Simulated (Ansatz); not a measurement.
**C2H3F3 (SMILES FCC(F)F) at CCSD/def2-SVP**

Aim: the vertical ionisation energy of C2H3F3 at CCSD/def2-SVP, from 2 runs. 

The results are computed with Ansatz 0.2.0.

54 further runs of the same task are left out: 54 set aside as unsound or not needed.

### Step 1. The structure to begin with

C2H3F3 has 8 atoms, charge 0, and is taken as a singlet. SMILES: `FCC(F)F`. Geometry: relaxed at PBE0-D4/def2-TZVP. This is one conformer, not always the lowest.

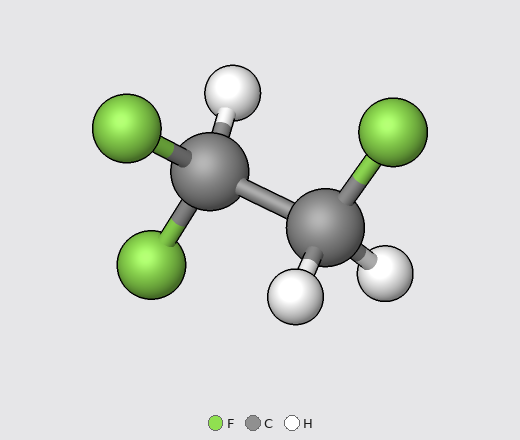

Viewed from a chosen angle; fluorine green, carbon grey, hydrogen white.

### Step 2. The energy at CCSD/def2-SVP

Input file job.yaml:

```yaml
basis:
  gaussian: {orbitals: def2-SVP}
crystal:
  periodic: [false, false, false]
  atoms:
    - {symbol: F, position_ang: [-1.142800, -0.681000, 1.163100]}
    - {symbol: C, position_ang: [-0.188200, 0.195100, 0.711800]}
    - {symbol: C, position_ang: [0.172900, -0.152400, -0.711300]}
    - {symbol: F, position_ang: [0.824200, -1.335800, -0.756500]}
    - {symbol: F, position_ang: [1.011700, 0.803600, -1.182200]}
    - {symbol: H, position_ang: [0.701700, 0.118900, 1.342500]}
    - {symbol: H, position_ang: [-0.588500, 1.211500, 0.747300]}
    - {symbol: H, position_ang: [-0.698800, -0.217000, -1.370500]}
total_charge: 0
correlation: {method: ccsd, frozen_orbitals: {C: 1, F: 1, H: 0}}
accuracy: high
scf: {omitted_lower_state_checks: [cluster_reference, increment]}
```

Command:

```bash
$ ansatz run job.yaml --threads 1 --pin off --max-ram 3480MiB --events-out events.jsonl --progress --plain --runs-dir runs
```

Log (excerpt; [...] marks lines left out):

```text
Warning: RAYON_NUM_THREADS=1 ignored (pool sized by the plan → 1); use --threads N
Functional definition: HF
  name "HF"
[...]
1972 factors; integrals over basis functions are off by at most 3.4e-9 eV
[...]
mean field -10217.63925733 eV, -375.4913169421 hartree, gradient 1.5e-8 eV, S^2 0.000000; 0 other end points of the search recorded, 0 dependent functions left out
5 core orbitals not correlated: weight in the atoms' cores, before any rotation towards them, 1.000 or more for the frozen orbitals, at most 0.000 for the correlated occupied ones
reference -10217.63925733 eV, -375.4913169421 hartree; 16, 16 occupied and 64, 64 virtual orbitals, 1972 factors
second order -22.30541549 eV of doubles, -0.00000000 eV of singles
cycle   1  -22.54824659 eV  change   -2.4e-1 eV  update   9.5e-2
[...]
cycle  19  -23.11899368 eV  change  -1.6e-10 eV  update   2.0e-9
Total energy: -10240.75825101 eV, -376.3409242892 hartree
Checks for a lower state left out: cluster_reference, increment
```

Run time: 18 s. Hardware: 1 thread of Arm Neoverse V1, shared host; peak memory 0.54 GiB.

### Step 3. The doublet cation

Input file in.yaml:

```yaml
crystal:
  periodic: [false, false, false]
  atoms:
    - {symbol: F, position_ang: [-1.142800, -0.681000, 1.163100]}
    - {symbol: C, position_ang: [-0.188200, 0.195100, 0.711800]}
    - {symbol: C, position_ang: [0.172900, -0.152400, -0.711300]}
    - {symbol: F, position_ang: [0.824200, -1.335800, -0.756500]}
    - {symbol: F, position_ang: [1.011700, 0.803600, -1.182200]}
    - {symbol: H, position_ang: [0.701700, 0.118900, 1.342500]}
    - {symbol: H, position_ang: [-0.588500, 1.211500, 0.747300]}
    - {symbol: H, position_ang: [-0.698800, -0.217000, -1.370500]}
basis:
  gaussian: {orbitals: def2-SVP}
total_charge: 1
magnetization: {spin_polarized: true, initial_magnetization: 1}
correlation: {method: ccsd, frozen_orbitals: {C: 1, F: 1, H: 0}}
accuracy: high
scf: {omitted_lower_state_checks: [cluster_reference, increment]}
```

Command:

```bash
$ ansatz run in.yaml --threads 1 --pin off --max-ram 3480MiB --events-out events.jsonl --progress --plain --runs-dir runs
```

Log (excerpt; [...] marks lines left out):

```text
Warning: RAYON_NUM_THREADS=1 ignored (pool sized by the plan → 1); use --threads N
[... 2 set-up lines as earlier in the session ...]
[...]
1970 factors; integrals over basis functions are off by at most 3.4e-9 eV
[...]
mean field -10204.55931501 eV, -375.0106379279 hartree, gradient 3.7e-8 eV, S^2 0.763823; 6 other end points of the search recorded, 0 dependent functions left out
5 core orbitals not correlated: weight in the atoms' cores, before any rotation towards them, 1.000 or more for the frozen orbitals, at most 0.000 for the correlated occupied ones
reference -10204.55931501 eV, -375.0106379279 hartree; 16, 15 occupied and 64, 65 virtual orbitals, 1970 factors
second order -22.74358106 eV of doubles, -0.00000000 eV of singles
cycle   1  -22.52585406 eV  change    2.2e-1 eV  update   1.5e-1
[...]
cycle  39  -23.39321906 eV  change   6.6e-10 eV  update   2.2e-9
Total energy: -10227.95253407 eV, -375.8703228720 hartree
Checks for a lower state left out: cluster_reference, increment
```

Run time: 2.1 min. Hardware: 1 thread of Arm Neoverse V1, shared host; peak memory 1.1 GiB.

### Step 4. Results

Level: CCSD/def2-SVP, 5 core orbitals frozen.

| quantity | value |
| --- | --- |
| singlet C2H3F3: total energy | -376.34092 Eh |
| singlet C2H3F3: correlation energy (5 core orbitals frozen) | -849.6 mEh |
| singlet C2H3F3: T1 diagnostic | 0.011 |
| doublet cation: total energy | -375.87032 Eh |
| doublet cation: correlation energy (5 core orbitals frozen) | -859.7 mEh |
| doublet cation: ⟨S²⟩ of the reference determinant | 0.764 |
| doublet cation: T1 diagnostic | 0.027 |
| vertical ionisation energy (to the doublet cation) | 12.806 eV |

**Reading.** The vertical ionisation energy comes to 12.81 eV (1236 kJ/mol).
